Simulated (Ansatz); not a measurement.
# Li2SnCl6: complex band structure

Wanted: the relaxed cell of Li2SnCl6, its band edges and its decay constants. It is built by putting Li for K in the K2SnCl6 structure of space group Fm-3m, with the volume rescaled by atomic radii. The parent structure comes from the Materials Project.

Method: r2SCAN DFT, plane waves, PAW files, in the first sound run; inputs show where later runs differ, in Ansatz 0.2.0.

The structure was built from a prototype and need not be the compound's stable phase.

### Step 1. The starting structure

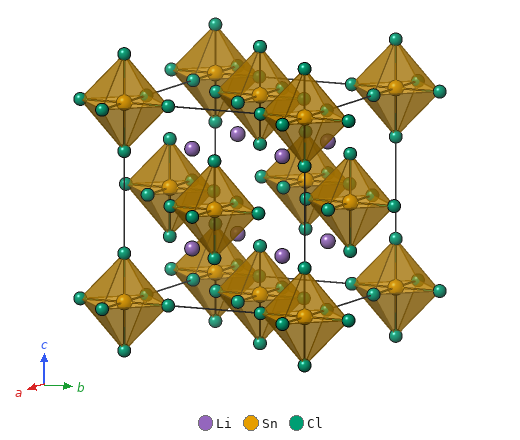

The cell as given, from a free direction (lithium purple, tin orange, chlorine teal). This picture shows the conventional cell, with its axes. Some periodic images of atoms are drawn too.

Coordinates:

```cif
data_structure
_symmetry_space_group_name_H-M 'Fm-3m'
_symmetry_Int_Tables_number 225
_cell_length_a 9.1101
_cell_length_b 9.1101
_cell_length_c 9.1101
_cell_angle_alpha 90.000
_cell_angle_beta 90.000
_cell_angle_gamma 90.000
_cell_volume 756.09
loop_
_atom_site_label
_atom_site_type_symbol
_atom_site_symmetry_multiplicity
_atom_site_Wyckoff_symbol
_atom_site_fract_x
_atom_site_fract_y
_atom_site_fract_z
_atom_site_occupancy
Li1 Li 8 c 0.25000 0.25000 0.75000 1
Sn1 Sn 4 a 0.00000 0.00000 0.00000 1
Cl1 Cl 24 e 0.00000 0.00000 0.75648 1
```

### Step 2. Cell and atoms at rest

The substituted atoms don't fit the parent's cell, so cell and atoms relax together. A small smearing keeps the run stable in case the gap closes on the way.

input.yaml

```yaml
crystal:
  lattice:
    - [0.0, 4.5550729879, 4.5550729879]
    - [4.5550729879, 0.0, 4.5550729879]
    - [4.5550729879, 4.5550729879, 0.0]
  atoms:
    - { symbol: Li, position: [0.75, 0.75, 0.75] }
    - { symbol: Li, position: [0.25, 0.25, 0.25] }
    - { symbol: Sn, position: [0.0, 0.0, 0.0] }
    - { symbol: Cl, position: [0.75648445, 0.75648445, 0.24351555] }
    - { symbol: Cl, position: [0.75648445, 0.24351555, 0.75648445] }
    - { symbol: Cl, position: [0.24351555, 0.75648445, 0.24351555] }
    - { symbol: Cl, position: [0.24351555, 0.24351555, 0.75648445] }
    - { symbol: Cl, position: [0.24351555, 0.75648445, 0.75648445] }
    - { symbol: Cl, position: [0.75648445, 0.24351555, 0.24351555] }
kpoints:
  mp_grid: { grid: [4, 4, 4] }
scf:
  occupations: { method: gaussian, width: 0.03 }
hamiltonian:
  xc: r2scan
output:
  forces: true
  stress: true
relax:
  f_tol: 0.02
  max_steps: 60
  cell: {}
```

Run with:

```console
ansatz run input.yaml --threads 2 --pin off --max-ram 4096MiB --backend cpu --events-out ev --progress --plain --runs-dir out
```

Numbers of over 12 decimals in the logs are rounded to 6 here.

The log of the run:

```text
Engine: ansatz 0.2.0, x86_64-unknown-linux-gnu
Pseudopotentials: kind: paw
Pseudopotential: Li, paw, valence charge 3, recommended cutoff 500 eV (meta_gga), Li.paw.azcp
Pseudopotential: Sn, paw, valence charge 14, recommended cutoff 500 eV (meta_gga), Sn.paw.azcp
Pseudopotential: Cl, paw, valence charge 7, recommended cutoff 500 eV (meta_gga), Cl.paw.azcp
Functional definition: r2SCAN
  parameter k0 = 0.174
  parameter k1 = 0.065
  parameter a1 = 4.9479
  exchange = r2scan_x(k0 = k0, k1 = k1, a1 = a1)
  correlation = r2scan_c
Crystal: 9 atoms, lattice volume = 189.024 Å³
Basis set: ecut = 500 eV, 4813 PW (Γ), exchange–correlation on 192×192×192 points (64 copies of the dense FFT grid, shifted against one another)
Bands: 40, of which v1, the nominal top of the filled ones, is band 31 counted from 1 (30 counted from 0)
Symmetry: 48 space group operations
Space group: Fm-3m (ITA 225), of the structure as read, at distance tolerance 5.7e-5 Å
k-points: 8 of 64
Non-local potential: Li, projectors of the file, l = 0: 3, l = 1: 2, l = 2: 1
Non-local potential: Sn, projectors of the file, l = 0: 2, l = 1: 2, l = 2: 2, l = 3: 2
Non-local potential: Cl, projectors of the file, l = 0: 2, l = 1: 2, l = 2: 2
PAW form: soft (Blöchl's): semilocal exchange-correlation on the pseudo side does not see the compensation charge
PAW frozen core: Sn, regenerated for the run's functional (the file was generated under x = pbe(κ = 0.804, μ = 0.219515), c = pbe(β = 0.066725))
PAW frozen core: Cl, regenerated for the run's functional (the file was generated under x = pbe(κ = 0.804, μ = 0.219515), c = pbe(β = 0.066725))
PAW one-centre angular grid: Li, 302 points (default); XC on 327 of its mesh's 2665 points in the sphere
PAW one-centre angular grid: Sn, 590 points (default); XC on 249 of its mesh's 2787 points in the sphere
PAW one-centre angular grid: Cl, 302 points (default); XC on 160 Gauss nodes
Initial density: superposition of atomic densities (neutral atoms: chi_scale 0, normalization atom), corrected by the library's trained network
Initial wavefunctions: pseudopotential atomic-orbital guess
Functional: x = r2scan, c = r2scan; τ floored in thin density (d = 2e-4 eV/Å³)
SCF iter   1: F=—  HF=-12959.517893 eV  |F-HF|=—  |Δ(HF+E_count)|=         —  Δρ=5.25e-3  dr2=2.46e-2  dr2_τ=8.23e-2  ethr=1.77e-3  ⟨swp⟩=8.6  Hψ=1738  notcnv=0  defer=1
preconditioner: auto → Resta (q_TF=auto, 2.266 Å⁻¹)  ε∞=3.1  [insulator: Δε(μ)=3.915 eV  Ē_g=13.049 eV  σ=0.030 eV  W_gap=1.00  n_scr=26 (ndim 8)  ℏωp=18.7 eV  f_vac=0.033  D(μ)=0.00/eV (n_scr^D=0)  ε∞_Penn≈3.1]
SCF iter   2: F=—  HF=-12959.628314 eV  |F-HF|=—  |Δ(HF+E_count)|=   1.10e-1  Δρ=3.17e-3  dr2=1.01e-2  dr2_τ=2.45e-4  ethr=3.96e-5  ⟨swp⟩=2.1  Hψ=621  notcnv=0  defer=32
SCF iter   3: F=—  HF=-12959.627025 eV  |F-HF|=—  |Δ(HF+E_count)|=   1.29e-3  Δρ=5.09e-4  dr2=4.07e-4  dr2_τ=1.47e-4  ethr=1.63e-5  ⟨swp⟩=3.1  Hψ=577  notcnv=0  defer=8
automatic band count: iteration 3 solves 37 bands in place of 40: the levels show a gap, and the empty bands left out lie too high to hold charge; the band table lists the bands solved (type scf.n_extra_bands for more)
SCF iter   4: F=—  HF=-12959.626958 eV  |F-HF|=—  |Δ(HF+E_count)|=   6.71e-5  Δρ=1.67e-4  dr2=4.47e-5  dr2_τ=3.23e-6  ethr=6.57e-7  ⟨swp⟩=2.2  Hψ=500  notcnv=0  defer=8
SCF iter   5: F=—  HF=-12959.626867 eV  |F-HF|=—  |Δ(HF+E_count)|=   9.02e-5  Δρ=3.81e-5  dr2=5.67e-6  dr2_τ=1.70e-7  ethr=7.20e-8  ⟨swp⟩=2.4  Hψ=539  notcnv=0  defer=8
SCF iter   6: F=—  HF=-12959.626869 eV  |F-HF|=—  |Δ(HF+E_count)|=   1.49e-6  Δρ=1.40e-5  dr2=6.69e-7  dr2_τ=1.11e-8  ethr=9.15e-9  ⟨swp⟩=2.0  Hψ=519  notcnv=0  defer=8
SCF iter   7: F=-12959.626869 eV  HF=-12959.626869 eV  |F-HF|=1.33e-8  |Δ(HF+E_count)|=   9.38e-8  Δρ=4.08e-6  dr2=3.25e-8  dr2_τ=1.78e-9  ethr=1.61e-10  ⟨swp⟩=5.0  Hψ=1140  notcnv=0
SCF 1 converged in 7 iterations: F = -12959.626869 eV  dr2 = 3.25e-8
  greatest PAW one-centre occupation: 0.999 electrons in one spin orbital (limit 2), on the Li atom at site 1 (counted from 0), in its partial waves of l = 0
relax step   1: F+E_penalty+E_count = -12959.62686886 eV  Δ(F+E_penalty+E_count) = +0.000e0 eV  max|allowed force component| = 3.938e0 eV/Å  Δτ_max = 0.0000 Å  P = +17.823 GPa  Ω = 189.024 Å³  (7 SCF iters, dr2 threshold 1.00e-7 eV, accepted)
Crystal: 9 atoms, lattice volume = 218.741 Å³
Basis set: ecut = 500 eV, 5601 PW (Γ), exchange–correlation on 192×192×192 points (64 copies of the dense FFT grid, shifted against one another)
Initial density: handed on by an earlier stage of this run
Initial wavefunctions: those handed on with the density
iter 1 solved again at ethr=1.10e-3 eV; its pass at ethr=3.10e-3 eV (dr2=6.79e-1 eV) is discarded
SCF iter   1: F=—  HF=-12960.664338 eV  |F-HF|=—  |Δ(HF+E_count)|=         —  Δρ=1.12e-2  dr2=6.77e-1  dr2_τ=1.54e0  ethr=1.10e-3  ⟨swp⟩=1.0  Hψ=1771  notcnv=0
automatic band count: iteration 1 solves 36 bands in place of 40: the levels show a gap, and the empty bands left out lie too high to hold charge; the band table lists the bands solved (type scf.n_extra_bands for more)
preconditioner: auto → Resta (q_TF=auto, 2.211 Å⁻¹)  ε∞=3.5  [insulator: Δε(μ)=2.677 eV  Ē_g=10.971 eV  σ=0.030 eV  W_gap=1.00  n_scr=50 (ndim 8)  ℏωp=17.4 eV  f_vac=0.106  D(μ)=0.00/eV (n_scr^D=0)  ε∞_Penn≈3.5]
SCF iter   2: F=—  HF=-12961.998184 eV  |F-HF|=—  |Δ(HF+E_count)|=    1.33e0  Δρ=4.95e-3  dr2=5.63e-2  dr2_τ=4.41e-3  ethr=1.09e-3  ⟨swp⟩=3.8  Hψ=615  notcnv=0  defer=1
SCF iter   3: F=—  HF=-12961.984028 eV  |F-HF|=—  |Δ(HF+E_count)|=   1.42e-2  Δρ=2.02e-3  dr2=9.45e-3  dr2_τ=4.26e-4  ethr=9.08e-5  ⟨swp⟩=3.1  Hψ=522  notcnv=0  defer=8
SCF iter   4: F=—  HF=-12961.983636 eV  |F-HF|=—  |Δ(HF+E_count)|=   3.91e-4  Δρ=3.83e-4  dr2=3.68e-4  dr2_τ=2.13e-5  ethr=1.52e-5  ⟨swp⟩=2.6  Hψ=527  notcnv=0  defer=8
SCF iter   5: F=—  HF=-12961.983703 eV  |F-HF|=—  |Δ(HF+E_count)|=   6.62e-5  Δρ=7.45e-5  dr2=1.74e-5  dr2_τ=1.13e-6  ethr=5.94e-7  ⟨swp⟩=2.5  Hψ=499  notcnv=0  defer=8
SCF iter   6: F=—  HF=-12961.983713 eV  |F-HF|=—  |Δ(HF+E_count)|=   1.03e-5  Δρ=2.59e-5  dr2=1.84e-6  dr2_τ=4.58e-8  ethr=2.81e-8  ⟨swp⟩=2.0  Hψ=521  notcnv=0  defer=8
SCF iter   7: F=-12961.983714 eV  HF=-12961.983714 eV  |F-HF|=2.98e-8  |Δ(HF+E_count)|=   7.31e-7  Δρ=4.60e-6  dr2=6.19e-8  dr2_τ=2.04e-9  ethr=1.45e-9  ⟨swp⟩=5.0  Hψ=1073  notcnv=0
SCF 2 converged in 7 iterations: F = -12961.983714 eV  dr2 = 6.19e-8
[...]
SCF iter   2: F=—  HF=-12962.037796 eV  |F-HF|=—  |Δ(HF+E_count)|=    1.69e0  Δρ=3.77e-3  dr2=4.69e-2  dr2_τ=1.40e-3  ethr=1.80e-4  ⟨swp⟩=4.8  Hψ=625  notcnv=0
SCF iter   3: F=—  HF=-12962.031776 eV  |F-HF|=—  |Δ(HF+E_count)|=   6.02e-3  Δρ=1.40e-3  dr2=6.41e-3  dr2_τ=4.91e-4  ethr=7.56e-5  ⟨swp⟩=3.5  Hψ=558  notcnv=0  defer=8
SCF iter   4: F=—  HF=-12962.032674 eV  |F-HF|=—  |Δ(HF+E_count)|=   8.98e-4  Δρ=3.57e-4  dr2=1.00e-3  dr2_τ=3.11e-5  ethr=1.03e-5  ⟨swp⟩=3.0  Hψ=553  notcnv=0  defer=8
SCF iter   5: F=—  HF=-12962.032963 eV  |F-HF|=—  |Δ(HF+E_count)|=   2.89e-4  Δρ=1.62e-4  dr2=9.06e-5  dr2_τ=3.67e-6  ethr=1.62e-6  ⟨swp⟩=2.0  Hψ=514  notcnv=0  defer=8
SCF iter   6: F=—  HF=-12962.032908 eV  |F-HF|=—  |Δ(HF+E_count)|=   5.50e-5  Δρ=2.00e-5  dr2=1.39e-6  dr2_τ=7.27e-8  ethr=1.46e-7  ⟨swp⟩=2.0  Hψ=422  notcnv=0  defer=8
SCF iter   7: F=-12962.032910 eV  HF=-12962.032910 eV  |F-HF|=1.92e-8  |Δ(HF+E_count)|=   1.88e-6  Δρ=8.56e-6  dr2=1.79e-7  dr2_τ=9.18e-9  ethr=1.45e-9  ⟨swp⟩=5.1  Hψ=1156  notcnv=0
SCF 3 converged in 7 iterations: F = -12962.032910 eV  dr2 = 1.79e-7
relax step   3: F+E_penalty+E_count = -12962.03291015 eV  Δ(F+E_penalty+E_count) = -4.920e-2 eV  max|allowed force component| = 2.429e-1 eV/Å  Δτ_max = 0.1205 Å  P = -0.381 GPa  Ω = 250.684 Å³  energy of the carried Pulay correction = -5.908e-3 eV  (7 SCF iters, dr2 threshold 9.00e-7 eV, accepted)
[...]
relax step   4: F+E_penalty+E_count = -12962.09766488 eV  Δ(F+E_penalty+E_count) = -6.475e-2 eV  max|allowed force component| = 2.122e-2 eV/Å  Δτ_max = 0.0435 Å  P = -0.259 GPa  Ω = 238.647 Å³  energy of the carried Pulay correction = -4.887e-3 eV  (6 SCF iters, dr2 threshold 9.00e-7 eV, accepted)
[...]
relax step   5: F+E_penalty+E_count = -12962.10206476 eV  Δ(F+E_penalty+E_count) = -4.400e-3 eV  max|allowed force component| = 2.684e-2 eV/Å  Δτ_max = 0.0144 Å  P = -0.013 GPa  Ω = 233.862 Å³  energy of the carried Pulay correction = -4.465e-3 eV  (6 SCF iters, dr2 threshold 1.68e-7 eV, accepted)
[...]
relax step   6: F+E_penalty+E_count = -12962.10225773 eV  Δ(F+E_penalty+E_count) = -1.930e-4 eV  max|allowed force component| = 6.761e-3 eV/Å  Δτ_max = 0.0033 Å  P = +0.028 GPa  Ω = 234.347 Å³  energy of the carried Pulay correction = -4.508e-3 eV  (5 SCF iters, dr2 threshold 4.50e-8 eV, accepted)
Basis set: ecut = 500 eV, 5961 PW (Γ), exchange–correlation on 216×216×216 points (64 copies of the dense FFT grid, shifted against one another)
Initial wavefunctions: pseudopotential atomic-orbital guess (no wavefunctions were taken with the density)
iter 1 solved again at ethr=3.44e-7 eV; its pass at ethr=3.10e-3 eV (dr2=2.13e-4 eV) is discarded
SCF iter   1: F=—  HF=-12962.105209 eV  |F-HF|=—  |Δ(HF+E_count)|=         —  Δρ=2.44e-4  dr2=3.13e-5  dr2_τ=3.46e-5  ethr=3.44e-7  ⟨swp⟩=3.0  Hψ=2497  notcnv=0
preconditioner: auto → Resta (q_TF=auto, 2.186 Å⁻¹)  ε∞=3.0  [insulator: Δε(μ)=2.854 eV  Ē_g=11.985 eV  σ=0.030 eV  W_gap=1.00  n_scr=50 (ndim 8)  ℏωp=16.8 eV  f_vac=0.122  D(μ)=0.00/eV (n_scr^D=0)  ε∞_Penn≈3.0]
SCF iter   2: F=—  HF=-12962.107200 eV  |F-HF|=—  |Δ(HF+E_count)|=   1.99e-3  Δρ=1.20e-4  dr2=3.25e-6  dr2_τ=1.67e-5  ethr=5.05e-8  ⟨swp⟩=2.6  Hψ=689  notcnv=0
SCF iter   3: F=—  HF=-12962.107178 eV  |F-HF|=—  |Δ(HF+E_count)|=   2.14e-5  Δρ=5.60e-5  dr2=1.30e-6  dr2_τ=3.18e-6  ethr=5.24e-9  ⟨swp⟩=2.4  Hψ=636  notcnv=0
SCF iter   4: F=—  HF=-12962.107185 eV  |F-HF|=—  |Δ(HF+E_count)|=   6.67e-6  Δρ=1.01e-5  dr2=4.94e-7  dr2_τ=3.68e-8  ethr=2.10e-9  ⟨swp⟩=2.0  Hψ=572  notcnv=0
SCF iter   5: F=—  HF=-12962.107185 eV  |F-HF|=—  |Δ(HF+E_count)|=   3.12e-7  Δρ=3.62e-6  dr2=1.01e-7  dr2_τ=2.43e-9  ethr=7.97e-10  ⟨swp⟩=2.4  Hψ=483  notcnv=0
SCF iter   6: F=—  HF=-12962.107185 eV  |F-HF|=—  |Δ(HF+E_count)|=   3.19e-8  Δρ=9.23e-7  dr2=6.74e-9  dr2_τ=1.22e-10  ethr=1.64e-10  ⟨swp⟩=2.2  Hψ=475  notcnv=0
SCF iter   7: F=-12962.107185 eV  HF=-12962.107185 eV  |F-HF|=5.28e-11  |Δ(HF+E_count)|=   2.98e-9  Δρ=1.58e-7  dr2=7.55e-11  dr2_τ=5.05e-12  ethr=1.00e-12  ⟨swp⟩=4.1  Hψ=1436  notcnv=0
SCF 7 converged in 7 iterations: F = -12962.107185 eV  dr2 = 7.55e-11
relax step   7: F+E_penalty+E_count = -12962.10718520 eV  Δ(F+E_penalty+E_count) = -4.927e-3 eV  max|allowed force component| = 5.740e-3 eV/Å  Δτ_max = 0.0000 Å  P = +0.031 GPa  Ω = 234.347 Å³  stress off target by 3.06e-2 GPa  SCF on the basis re-selected at this cell (its energy is not comparable with the rows above)  (7 SCF iters)
basis re-selected at this cell: Δ(F+E_penalty+E_count) = -4.927e-3 eV, ΔP = +0.002 GPa vs the last step (what re-selecting the basis moved, of the pressure what is left beyond the Pulay correction that the steps carried, after the strain that the cell walked since its last selection, with what the two solves' SCF thresholds leave and, on support functions, any second-order correction that the steps lacked; it is no measure of the basis error at this ecutwfc). The dense FFT grid was sized anew with the basis: this SCF ran on 54×54×54 points, the steps before it on 48×48×48, so part of this shift can come from that change (see relax.cell in the input reference). [rest of the remark cut]
SCF converged after 7 iterations
Free energy (F): -12962.107185 eV
Harris-Foulkes:  -12962.107185 eV  (|F-HF|=5.28e-11)
Internal energy: -12962.107185 eV  (E = F + TS)
E sigma→0 (E₀):  -12962.107185 eV
Fermi energy:    2.506108 eV
--- Per-component energies (eV) ---
  E_band       = -565.501851
  E_kinetic    = 1192.775132
  E_local      = -3745.977706  (includes V_loc(G=0)·N_el)
  E_nonlocal   = 73.012159
  E_hartree    = 1591.612304
  E_xc         = -1016.330635
  E_vxc        = -938.109777  (∫ρ·V_xc dr)
  E_paw        = -8211.209863  (= ΣΔE_a)
  E_vpaw       = -381.612195  (= ΣTr[D̂ρ^β])
  E_aug_tail   = 0.000021  (compensation charges beyond the density's cutoff)
  E_vtau       = 51.185847  (kinetic-family band-sum trace: ∫τ·v_τ [+ j·A + Jᵃ·Aᵃ] dr)
  E_ewald      = -2845.905477
  E_core_change = -0.083121  (= ΣΔE_core)
  E_smearing   = -0.000000  (= −TS)
  E_closure    = 0.000000  (closes the sum)
  Σ components = -12962.107185   (vs F -12962.107185, Δ=0.00e0)
--- Forces (eV/Å), atoms counted from 1 ---
  atom   1  Li    -0.00000000    -0.00000000    -0.00000000
  atom   2  Li     0.00000000     0.00000000     0.00000000
  atom   3  Sn    -0.00000000     0.00000000    -0.00000000
  atom   4  Cl     0.00000000     0.00000000    -0.00574028
  atom   5  Cl    -0.00000000    -0.00574028    -0.00000000
  atom   6  Cl     0.00000000     0.00574028     0.00000000
  atom   7  Cl    -0.00000000    -0.00000000     0.00574028
  atom   8  Cl    -0.00574028    -0.00000000    -0.00000000
  atom   9  Cl     0.00574028     0.00000000     0.00000000
  max |Σ_I F_I| component: 2.60e-18 eV/Å
--- Stress (GPa, compression-positive) ---
        0.030573      -0.000000      -0.000000
       -0.000000       0.030573      -0.000000
       -0.000000      -0.000000       0.030573
  P = ⅓ Tr σ = 0.0306 GPa (0.306 kbar)
--- Relaxed structure (6 steps of the walk, 6 accepted, 1 SCFs on fresh bases) ---
  F+E_penalty+E_count = -12962.10718520 eV   max|allowed force component| = 5.740e-3 eV/Å   (the final SCF, on the basis selected at the relaxed cell)
  cell:  # Å, volume = 234.3473 Å³
    - [0, 4.893392, 4.893392]
    - [4.893392, 0, 4.893392]
    - [4.893392, 4.893392, 0]
  atoms:
    - { symbol: Li, position: [0.750000, 0.750000, 0.750000] }
    - { symbol: Li, position: [0.250000, 0.250000, 0.250000] }
    - { symbol: Sn, position: [2.031110931289009e-18, -1.0155554656445051e-18, -6.770369770963333e-19] }
    - { symbol: Cl, position: [0.751796, 0.751796, 0.248204] }
    - { symbol: Cl, position: [0.751796, 0.248204, 0.751796] }
    - { symbol: Cl, position: [0.248204, 0.751796, 0.248204] }
    - { symbol: Cl, position: [0.248204, 0.248204, 0.751796] }
    - { symbol: Cl, position: [0.248204, 0.751796, 0.751796] }
    - { symbol: Cl, position: [0.751796, 0.248204, 0.248204] }
```

The job ended after 33 s (2 threads of Intel Xeon Platinum 8488C (Sapphire Rapids), shared host; peak memory 1.3 GiB).

Relaxation path:

```
step  energy less that of the first step (eV)  largest force component (eV/Å)  pressure (GPa)  volume (Å³)
   1                                   0.0000                          3.9375           17.82       189.02
   2                                  -2.3568                          0.4812            0.60       218.74
   3                                  -2.4060                          0.2429           -0.38       250.68
   4                                  -2.4708                          0.0212           -0.26       238.65
   5                                  -2.4752                          0.0268           -0.01       233.86
   6                                  -2.4754                          0.0068            0.03       234.35
  7*                                  -2.4803                          0.0057            0.03       234.35
```

Relaxation steps marked * repeat the geometry before them on a plane-wave basis chosen anew for their cell, so energy and pressure can jump there.

Forces are held to the 48 operations that the run works with; a distortion that breaks them can't arise in this run.

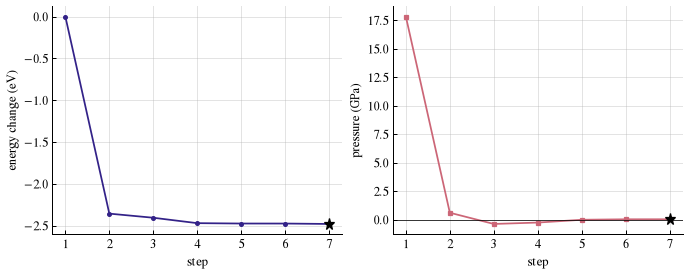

Energy and pressure along the relaxation. Stars mark steps on a basis chosen anew.

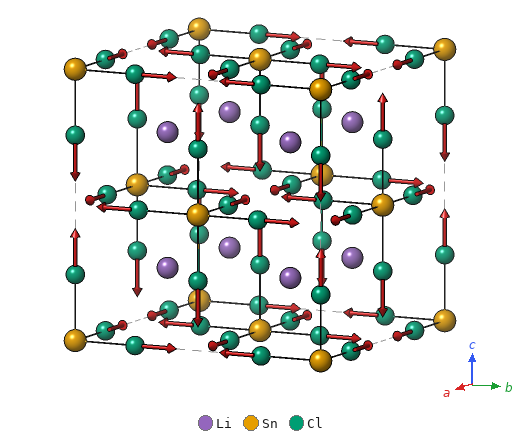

Displacements in the relaxation, exaggerated, measured against the changing cell; the longest in the cell stands for 0.05 Å. Some periodic images of atoms are drawn too.

```
conventional cell, symmetrised  before  after   change
                         a (Å)   9.110  9.787   +7.4 %
                         b (Å)   9.110  9.787   +7.4 %
                         c (Å)   9.110  9.787   +7.4 %
              volume (Å³/atom)   21.00  26.04  +24.0 %
```

The atoms that moved most (Å, as changes of fractional coordinates times the final cell):

| atom | dx | dy | dz | length |
| --- | --- | --- | --- | --- |
| Cl8 | -0.046 | 0.000 | 0.000 | 0.046 |
| Cl4 | 0.000 | 0.000 | -0.046 | 0.046 |
| Cl5 | 0.000 | -0.046 | 0.000 | 0.046 |
| Cl9 | 0.046 | 0.000 | 0.000 | 0.046 |
| Cl6 | 0.000 | 0.046 | 0.000 | 0.046 |
| Cl7 | 0.000 | 0.000 | 0.046 | 0.046 |

Numbers from this step:

```yaml
free_energy: -12962.1072 eV
fermi_energy: 2.506 eV
pressure: 0.03057 GPa
```

The largest force component on a free atom ends at 0.0057 eV/Å.

(Part 1 of 3 ends here.)

[Logs are printed without paths, hosts, clocks, repeated set-up lines and the standing remarks that a program may print on its own settings, such as how far it seeks lower states.]

[Hosts, paths, dates, database ids (printed as entryN), source tags and the programs' standing remarks are cut or masked in the printed files.]
